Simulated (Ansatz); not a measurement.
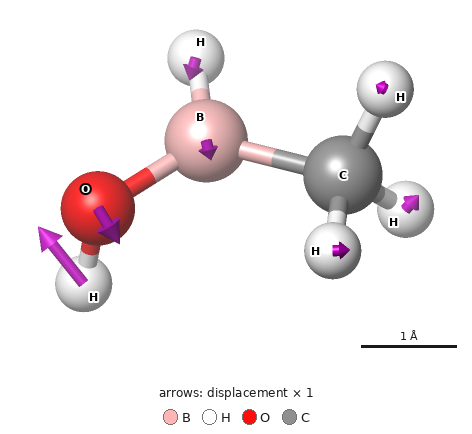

This is a relaxation of CH5BO. The starting structure is drawn; purple arrows show the displacements, at their true length. The two geometries are superimposed by the best rigid fit.

A ball-and-stick model, seen from a free direction.

The run prepares the start of a later molecular dynamics calculation, from a guessed geometry.

Level of theory: Ansatz, RKS B3LYP-D4/STO-3G.

Input
```yaml
crystal:
  periodic: [false, false, false]
  atoms:
    - { symbol: B, position_ang: [0.0, 0.0, 0.0] }
    - { symbol: H, position_ang: [0.0, 0.0, 1.19] }
    - { symbol: O, position_ang: [1.2211, 0.0, -0.705] }
    - { symbol: H, position_ang: [1.5209, -0.9519, -0.8599] }
    - { symbol: C, position_ang: [-1.3856, 0.0, -0.8] }
    - { symbol: H, position_ang: [-1.9458, -0.9305, -0.5708] }
    - { symbol: H, position_ang: [-1.9898, 0.8797, -0.4946] }
    - { symbol: H, position_ang: [-1.1839, 0.0508, -1.8903] }
basis:
  gaussian: { orbitals: STO-3G }
hamiltonian:
  xc: b3lyp
  dispersion: d4
relax:
  f_tol: 0.02
  max_steps: 40
output:
  orbitals: {}
```

Command:
```bash
ansatz run input.yaml --threads 1 --pin off --max-ram 2048MiB --backend cpu --events-out ev --progress --plain --runs-dir out
```

Q: Which element moves most?

A: Hydrogen: up to 0.78 Å, against 0.45 Å for oxygen.

Q: Describe the change and its energy.

A: H4 moves most after the best rigid fit: 0.78 Å. Largest moves by element: H 0.78 Å, O 0.45 Å, B 0.22 Å, C 0.05 Å. Among the contacts that change: B1–O3 1.410 → 1.358 Å, B1–C5 1.600 → 1.581 Å, B1–H2 1.190 → 1.180 Å, O3–H4 1.010 → 1.018 Å. Bond angles that change, for instance: B1–C5–H8 109.5° → 112.8°, H6–C5–H7 109.4° → 106.3°, O3–B1–C5 120.0° → 117.6°. Groups turn about B1–O3 by about 90°. After 9 geometry steps the energy has fallen by 26.9 kcal/mol. The largest force component goes from 0.98 to 0.02 eV/Å. Cost: 9.2 s on 1 thread of Arm Neoverse V2, on a shared host, peak memory 0.11 GiB.

Limits of the set-up: STO-3G is a minimal basis, so the numbers are rough.
